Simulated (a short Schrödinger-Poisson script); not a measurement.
System: symmetric double-gate stack, Si3N4 on p-type GaN, at 300 K.

```
layer  material  thickness (nm)  Na (cm⁻³)
-----  --------  --------------  ---------
1         Si3N4             1.9          -
2           GaN               4       4e15
3         Si3N4             1.9          -
```

The device is made up for the run: typed textbook-type constants, with dimensions and the other settings drawn at random. Si3N4: permittivity 7.5, conduction-band edge (eV) 2, gap (eV) 5.1, electron mass (mₑ) 0.5. GaN: permittivity 9.5, conduction-band edge (eV) 0, gap (eV) 3.43, Nv at 300 K (cm⁻³) 4.6e19.

Channel valleys (confinement mass, in-plane density-of-states mass, number): Γ 0.2, 0.2, 1. At the gates, both at one voltage, the conduction-band edge of layer 1 lies 2.64 eV − eVg above the Fermi level of the channel. Gaps are held at their typed values at every temperature. Mesh 0.03 nm at interfaces.

Solved with a short Schrödinger-Poisson script written for these runs: 1D Poisson equation in equilibrium, electrons quantum, Hartree (BenDaniel-Duke, 12 states a valley, the channel's in-plane mass for all, wave functions free to enter the dielectric), parabolic valleys, classical holes, full ionisation, no traps, pinning or gate leakage.

Only gate voltages with over 1e8 electrons/cm² are shown.

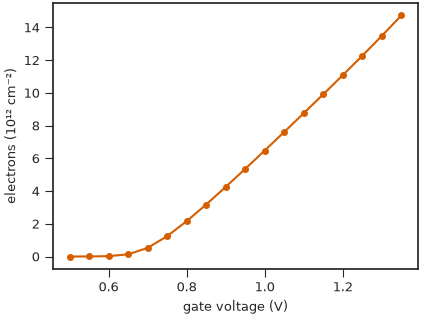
Figure. Sheet density against gate voltage

```tsv
Vg (V)	electrons (cm⁻²)	C (μF/cm²)	Γ E0 (meV)	Γ E1 (meV)
0.5	4.99e8	0.00315	216.4	449.3
0.6	2.31e10	0.141	117.2	349.9
0.7	5.25e11	1.84	33.4	264.7
0.8	2.16e12	3.14	-14.0	212.7
0.9	4.25e12	3.50	-47.0	173.9
1	6.48e12	3.62	-76.1	138.7
1.1	8.76e12	3.69	-103.9	104.9
1.2	1.11e13	3.77	-131.0	72.0
1.3	1.35e13	3.94	-156.5	40.9
```

Subbands count from the Fermi level. The capacitance is that of both gates.

In real p-type GaN the Mg acceptor is only partly ionised, and so wide a gap doesn't supply an inversion layer without source and drain.
